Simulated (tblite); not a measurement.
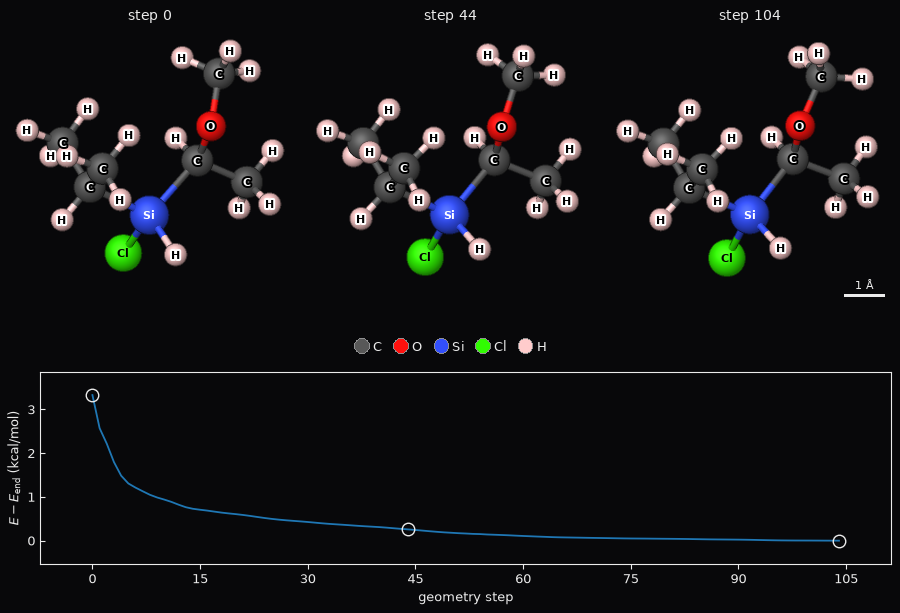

Frames of a relaxation of C6H15ClOSi, marked on the history of the run. The picture is a ball-and-stick view, seen at a tilt.

Computed with GFN2-xTB geometry optimisation, gas phase in tblite. 

What happens along the run?

The energy falls by 3.33 kcal/mol in 104 geometry steps. An H atom moves most after the best rigid fit: 0.63 Å. By element the largest moves are H 0.63 Å, O 0.28 Å, Cl 0.21 Å, C 0.16 Å, Si 0.05 Å. Near-neighbour distances that change, for instance: Cl–Si 2.066 → 2.033 Å, C–H 1.106 → 1.087 Å, C–O 1.423 → 1.405 Å, H–Si 1.481 → 1.464 Å. Bond angles that change, for instance: O–C–Si 112.8° → 104.0°, Si–C–H 104.5° → 110.2°, O–C–C 109.2° → 113.0°. The run took 0.95 s on 1 thread of Arm Neoverse V2 (shared host). From step 0 to 44: an H atom moves most (0.29 Å), energy −3.07 kcal/mol. From step 44 to 104: an H atom moves most (0.38 Å), energy −0.26 kcal/mol.
